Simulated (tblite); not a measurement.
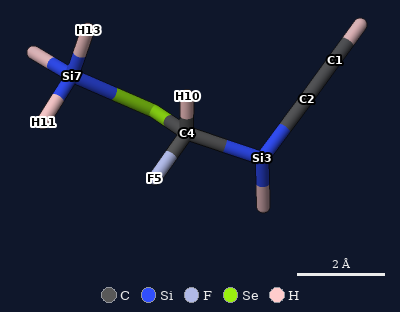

C$_{3}$H$_{6}$FSeSi$_{2}$ (multiplicity 2), before the relaxation. Style: stick. Shown at a tilt.

These are results of GFN2-xTB geometry optimisation, gas phase in tblite 0.8.0, not measurements.

```xyz
13

C    -3.4024    1.1953   -0.1791
C    -2.7459    0.2012   -0.1661
Si   -1.7188   -1.3141   -0.1190
C     0.0728   -0.8589   -0.3404
F     0.8205   -2.0291   -0.3779
Se    0.6466    0.2191    1.1768
Si    2.6861    0.6400    0.2221
H    -3.9929    2.0824   -0.1931
H    -1.9146   -2.0099    1.1597
H     0.1915   -0.3018   -1.2744
H     3.3960   -0.6333    0.0142
H     3.4710    1.4988    1.1167
H     2.4857    1.3109   -1.0572
```

Where does the relaxation end?

H8 moves most after the best rigid fit: 0.26 Å. By element the largest moves are H 0.26 Å, F 0.22 Å, Se 0.21 Å, Si 0.17 Å, C 0.17 Å. Some distances before and after: C4–Se6 1.948 → 2.014 Å, Si3–C4 1.862 → 1.912 Å, Se6–Si7 2.291 → 2.272 Å, C4–F5 1.389 → 1.372 Å. Bond angles that change, for instance: C2–Si3–H9 109.9° → 116.9°, Se6–Si7–H12 109.2° → 104.2°, Se6–C4–H10 110.6° → 105.9°. The energy falls by 16.0 kJ/mol in 69 geometry steps. Cost: 0.53 s on 1 thread of Arm Neoverse V1, on a shared host.

Final geometry:

```xyz
13

C    -3.5501    1.1822   -0.2553
C    -2.8208    0.2353   -0.0841
Si   -1.7940   -1.2722    0.0304
C     0.0271   -0.8190   -0.3383
F     0.7874   -1.9369   -0.5731
Se    0.8486    0.1611    1.2182
Si    2.8434    0.5983    0.2226
H    -4.1667    2.0260   -0.3732
H    -1.9500   -2.0869    1.2269
H     0.1531   -0.1635   -1.2068
H     3.5561   -0.6567    0.0132
H     3.5204    1.4867    1.1550
H     2.5411    1.2461   -1.0532
```

The end point in the same view:

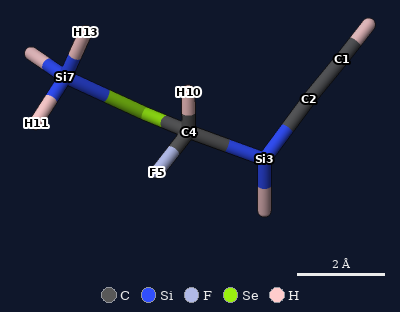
